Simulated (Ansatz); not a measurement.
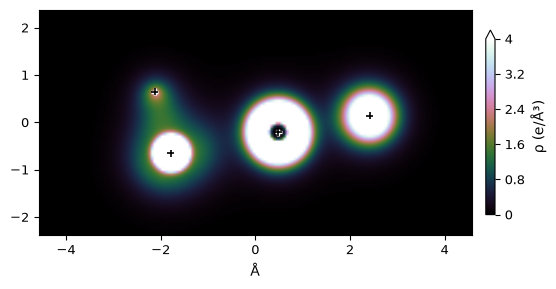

The electron density on a plane through atoms (crosses mark nuclei in the plane).

Level of theory: RKS PBE0-D4/def2-TZVPP in Ansatz.

Candidates:
A. CdH₂OS (SMILES [OH][Cd][SH])
B. AlB₂H₄NO (SMILES N[B]1[AlH][B]1O)
C. C₂H₂BrF₃ (SMILES FC(F)(F)CBr)

Which system is this?

Answer. Candidate A: CdH₂OS on the plane of atoms Cd2, S3 and H5, which holds O, Cd, S and H. Cd–O (1.97 Å): ρ is about 0.83 e/Å³ halfway. Cd–S (2.32 Å): ρ is about 0.63 e/Å³ halfway.
